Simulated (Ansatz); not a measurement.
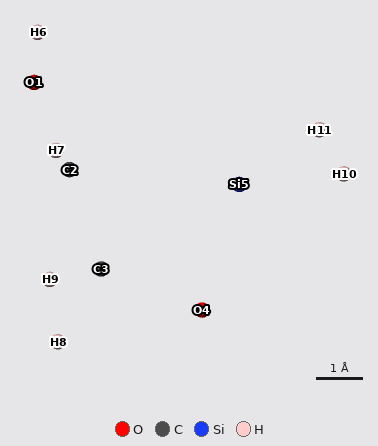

Figure 1. The structure (stick view, seen on its broad side; atoms are numbered from 1 in the order of the input). Sticks are drawn by distance; a stretched bond gets none, so the picture shows separate pieces.

## Single-point calculation, with input and output: C2H6O2Si

C2H6O2Si, computed with RKS B2GP-PLYP/6-31++G** (Ansatz 0.2.0).

Some settings of this run were made unusual or wrong on purpose. The geometry comes from this level: PBE0-D4/def2-TZVP.

**The program's output**
```
Functional definition: B2GP-PLYP
  name "B2GP-PLYP"
  cite "Karton, Tarnopolsky, Lamère, Schatz & Martin, J. Phys. Chem. A 112, 12868 (2008) doi:10.1021/jp801805p"
  cite "Becke, Phys. Rev. A 38, 3098 (1988) doi:10.1103/PhysRevA.38.3098"
  cite "Lee, Yang & Parr, Phys. Rev. B 37, 785 (1988) doi:10.1103/PhysRevB.37.785"
  parameter a = 0.65
  parameter c = 0.36
  exchange = (1 - a)*b88_x + a*exact_x
  correlation = (1 - c)*lyp_c + c*(mp2_os + mp2_ss)
1194 factors; integrals over basis functions are off by at most 4.4e-4 eV
mean field evaluation 1: about -14044.9559 eV, gradient 9.7e1 eV
mean field evaluation 2: about -14044.9879 eV, gradient 9.7e1 eV
mean field evaluation 4: about -14061.0717 eV, gradient 5.4e1 eV
mean field evaluation 8: about -14077.1109 eV, gradient 3.6e1 eV
mean field evaluation 16: about -14082.2558 eV, gradient 5.6e-1 eV
mean field evaluation 32: about -14082.2224 eV, gradient 1.1e0 eV
mean field evaluation 64: about -14055.4740 eV, gradient 6.9e1 eV
mean field evaluation 96: about -14082.3273 eV, gradient 2.3e-1 eV
mean field -14082.32806384 eV, -517.5160110013 hartree, gradient 2.7e-6 eV, S^2 0.000000; 6 other end points of the search recorded, 0 dependent functions left out; unrestricted orbitals would lower it
9 core orbitals not correlated: weight in the atoms' cores, before any rotation towards them, 1.000 or more for the frozen orbitals, at most 0.000 for the correlated occupied ones
reference -14082.32829119 eV, -517.5160193562 hartree; 15, 15 occupied and 111, 111 virtual orbitals, 1194 factors
second order -29.31408722 eV of doubles, -0.00000000 eV of singles
Total energy: -14092.88136259 eV, -517.9038375770 hartree
```

The run was set up as follows.

**Input**
```yaml
crystal:
  periodic: [false, false, false]
  atoms:
    - {symbol: O, position_ang: [-2.887162, 1.849845, 0.075578]}
    - {symbol: C, position_ang: [-0.522291, 1.181209, 0.942746]}
    - {symbol: C, position_ang: [-0.269491, -1.421685, 1.322830]}
    - {symbol: O, position_ang: [1.323361, -2.749802, 0.118338]}
    - {symbol: Si, position_ang: [1.668639, -0.209434, -1.771695]}
    - {symbol: H, position_ang: [-2.623906, 3.153887, -0.397743]}
    - {symbol: H, position_ang: [0.371125, 2.570789, 1.331462]}
    - {symbol: H, position_ang: [0.928848, -1.399222, 3.325886]}
    - {symbol: H, position_ang: [-1.709852, -1.973116, 2.041107]}
    - {symbol: H, position_ang: [4.049130, 0.224145, -3.299398]}
    - {symbol: H, position_ang: [0.451082, -1.273586, -4.376225]}
basis:
  gaussian: {orbitals: "6-31++G**"}
hamiltonian: {xc: {name: B2GP-PLYP}}
```

Command:
```bash
ansatz run in.yaml --threads 4 --pin off --events-out ev --progress --plain --max-ram 10444MiB
```

**Outcome**

| quantity | value |
| --- | --- |
| outcome | converged |
| total energy | −14092.8814 eV |
| mean-field energy | −14082.3283 eV |
| SCF solution under orbital rotations | stable within restricted orbitals |
| hardware | 4 threads of Arm Neoverse V1, 23 GiB of memory available, shared host |
| wall time | 9 s (CPU time 32 s) |
| peak memory | 0.35 GiB |

**Diagnosis**

The input was spoiled on purpose: the coordinates are scaled as if typed in the wrong unit. The program still converged, but the numbers can't be taken as results for the intended system.
